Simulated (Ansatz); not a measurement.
Consider I2K (charge −1).

```xyz
3

K     0.0035    0.0052   -0.0029
I    -0.6278   -2.0192   -2.4810
I     0.6243    2.0140    2.4840
```

Geometry: PBE0-D4/def2-TZVPD; core potentials replace the inner electrons of I.

All numbers below come from RKS PBE0-D4/def2-TZVPD in Ansatz 0.2.0.

Question: Predict the electron density and electron localisation function between the atoms.

Answer: K–I (3.26 Å): ρ at the midpoint is about 0.14 e/Å³; the ELF peaks at about 0.80 in the valence shell of I, 1.3 Å from its nucleus, and is about 0.30 at the midpoint; an ionic contact with no shared pair.

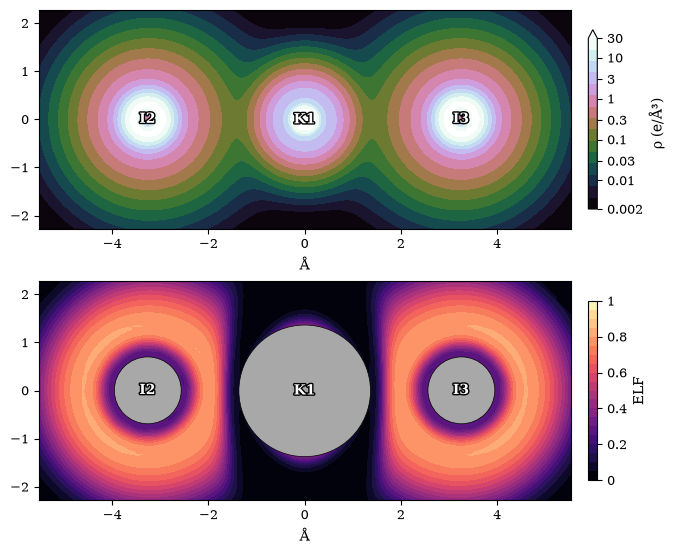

Computed electron density and electron localisation function on a plane that holds the molecular axis, in this order. Grey discs cover the atomic cores in the ELF map. 
